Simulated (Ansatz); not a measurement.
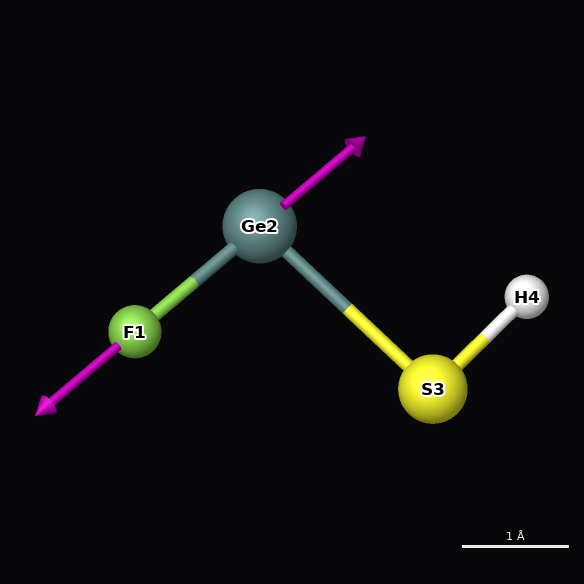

Arrows show the forces on the atoms, 0.4 Å of arrow for 1 eV/Å; forces under a tenth of the largest aren't drawn. Level of theory: PBE0-D4/def2-TZVP (Ansatz 0.2.0).

> Along which bond is the force strongest?

F1–Ge2, now 1.668 Å: the forces push its atoms apart, so a first step downhill lengthens it.

List the force components in the frame of the picture (x right, y up, z towards the viewer), in eV/Å.

| atom | Fx | Fy | Fz |
| --- | --- | --- | --- |
| F1 | −1.96 | −1.65 | 1.05 |
| Ge2 | 1.96 | 1.65 | −1.05 |
| S3 | 0.00 | 0.00 | 0.00 |
| H4 | 0.00 | 0.00 | 0.00 |
